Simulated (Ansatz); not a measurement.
# C₂H₆F₃GeN: a ladder of functionals and wavefunction methods

How much do the methods differ for C₂H₆F₃GeN? The plan is to run it at one geometry with functionals of several rungs and with coupled cluster. The yardstick is the atomisation energy at the CCSD(T) limit.

The runs use Ansatz 0.2.0, Gaussian basis; functionals in def2-TZVPP, the program's frozen cores in correlated methods.

Levels to be run: LDA (SPW92), PBE-D4, revPBE-D4, BLYP-D4, r2SCAN-D4, B97M-V, PBE0-D4, B3LYP-D4, r2SCANh-D4, r2SCAN0-D4, HSE06-D4, BHLYP-D4, CAM-B3LYP-D4, LC-ωPBE, ωB97X-V, ωB97M-V, B2PLYP, PBE-QIDH; CCSD(T)/def2-SVP; CCSD(T)/def2-TZVPP; MP2/def2-QZVPP; extrapolation to the limit; RPA on PBE.

## (1) The geometry

An earlier PBE0-D4 in a triple-zeta def2 set relaxation fixed the geometry.

SMILES `C[N](C)[Ge]([F])([F])[F]`, 13 atoms, charge 0, spin multiplicity 1.

Atoms are counted from 1 here; the program's logs count them from 0.

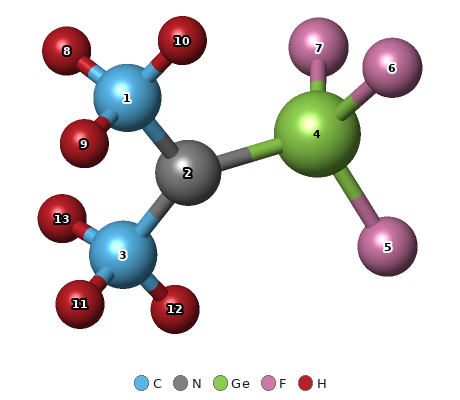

The geometry (carbon blue, nitrogen grey, germanium green, fluorine pink, hydrogen red); atoms are numbered from 1 in the order of the file.

## (2) LDA

This LDA is Slater exchange with PW92 correlation.

File in.yaml:

```yaml
crystal:
  periodic: [false, false, false]
  atoms:
    - {symbol: C, position_ang: [-0.812792, -0.212958, 1.257136]}
    - {symbol: N, position_ang: [0.153164, -0.021181, 0.196044]}
    - {symbol: C, position_ang: [0.904688, -1.202236, -0.172855]}
    - {symbol: Ge, position_ang: [-0.050852, 1.305950, -0.967190]}
    - {symbol: F, position_ang: [1.416437, 1.603454, -1.789875]}
    - {symbol: F, position_ang: [-0.541326, 2.730025, -0.161149]}
    - {symbol: F, position_ang: [-1.208542, 1.099298, -2.215937]}
    - {symbol: H, position_ang: [-1.576980, -0.956975, 0.996860]}
    - {symbol: H, position_ang: [-0.298983, -0.555783, 2.161662]}
    - {symbol: H, position_ang: [-1.312538, 0.726826, 1.497063]}
    - {symbol: H, position_ang: [1.459797, -1.568886, 0.697270]}
    - {symbol: H, position_ang: [1.630469, -0.968344, -0.953270]}
    - {symbol: H, position_ang: [0.257956, -2.013890, -0.530961]}
basis:
  gaussian: {orbitals: def2-TZVPP}
hamiltonian: {xc: lda}
output: {orbitals: {seedname: orbitals}}
```

Command:

```console
$ ansatz run in.yaml --threads 2 --pin off --events-out ev --progress --plain --max-ram 32768MiB --backend cuda --devices 0, --max-vram 18GiB
```

Further steps of the session: PBE-D4 (GGA); revPBE-D4 (GGA); BLYP-D4 (GGA); r2SCAN-D4 (meta-GGA); B97M-V (meta-GGA); PBE0-D4 (hybrid); B3LYP-D4 (hybrid); r2SCANh-D4 (hybrid); r2SCAN0-D4 (hybrid); HSE06-D4 (hybrid); BHLYP-D4 (hybrid); CAM-B3LYP-D4 (range-separated); LC-ωPBE (range-separated); ωB97X-V (range-separated); ωB97M-V (range-separated); B2PLYP (double hybrid); PBE-QIDH (double hybrid); CCSD(T) in def2-SVP; CCSD(T) in def2-TZVPP; MP2 in def2-QZVPP; RPA on PBE orbitals.

**Question.** What will the summary of the whole plan be? Wanted: atomisation energy, CCSD(T)/CBS; farthest beyond LDA; mean size of error, GGA; mean size of error, meta-GGA; mean size of error, hybrid; mean size of error, range-separated; mean size of error, double hybrid; gap, smallest and largest; T1 diagnostic.

**Answer**, as computed:

```
                                quantity                                                                                                       value
         atomisation energy, CCSD(T)/CBS                                                                                             1187.1 kcal/mol
functionals within 11.9 kcal/mol (1.0 %)  BLYP-D4, r2SCAN-D4, B97M-V, PBE0-D4, B3LYP-D4, HSE06-D4, CAM-B3LYP-D4, LC-ωPBE, ωB97X-V, ωB97M-V, PBE-QIDH
                     farthest beyond LDA                                                                                   BHLYP-D4 (-49.6 kcal/mol)
                 mean size of error, GGA                                                                                               13.1 kcal/mol
            mean size of error, meta-GGA                                                                                                2.6 kcal/mol
              mean size of error, hybrid                                                                                               18.6 kcal/mol
     mean size of error, range-separated                                                                                                2.9 kcal/mol
       mean size of error, double hybrid                                                                                               13.5 kcal/mol
               gap, smallest and largest                                                                   4.22 eV (LDA (SPW92)), 12.21 eV (LC-ωPBE)
                           T1 diagnostic                                                                                                      0.0116
 triples share of the correlation energy                                                                                                       3.3 %
```

The LDA atomisation energy is off by 184.5 kcal/mol (16 %): it overbinds. PBE-D4 is off by +22.1 kcal/mol. Double hybrids carry the basis error of their MP2 part in triple zeta, and no dispersion term here, so their miss is partly the set-up's. The rungs meta-GGA, range-separated miss on average by less than the doubt on the reference (11.9 kcal/mol), so they tie. The reference freezes the cores and leaves out relativity and excitations past (T), and its outer-core shells are covered unevenly, so misses under about 11.9 kcal/mol can't be ranked. Hartree-Fock recovers 71 % of the binding; the rest is correlation. CCSD(T) in def2-SVP is off by -68.7 kcal/mol, which most functionals beat. Orbital gaps span 4.2 to 12.2 eV; exact exchange widens them. Correlated methods include outer-core shells of Ge, which these sets cover unevenly.
